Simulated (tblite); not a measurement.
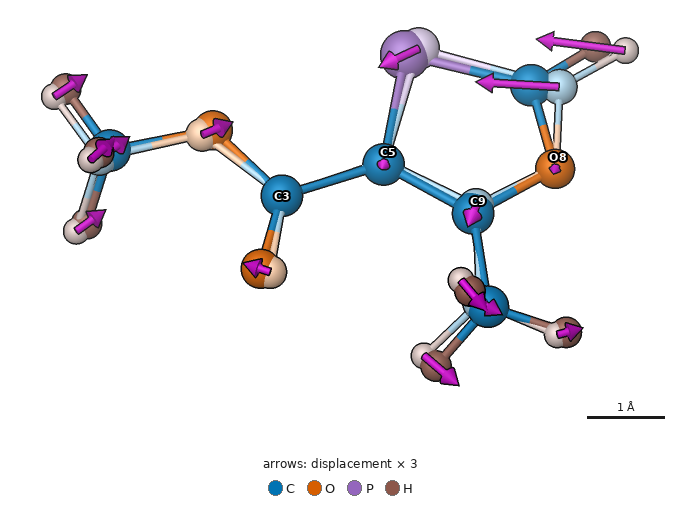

This is a relaxation of C6H7O3P. The starting structure is drawn faded, the final one solid; purple arrows show the displacements, magnified 3 times. The two geometries are superimposed by the best rigid fit.

Style: ball-and-stick. Shown from a free direction.

Level of theory: GFN2-xTB geometry optimisation, gas phase in tblite. 

**What did the optimiser do to the structure, and how much energy did it gain?**

The energy falls by 1.566 eV in 48 geometry steps. The atom that moves furthest after the best rigid fit is an H atom (0.40 Å). By element the largest moves are H 0.40 Å, C 0.37 Å, P 0.22 Å, O 0.17 Å. Near-neighbour distances that change, for instance: C–P 1.924 → 1.708 Å, C–O 1.252 → 1.345 Å, C–P 1.870 → 1.778 Å, C–O 1.267 → 1.330 Å. Bond angles that change, for instance: C–O–C 125.9° → 112.0°, O–C–H 128.0° → 114.6°, P–C–O 102.9° → 116.3°.
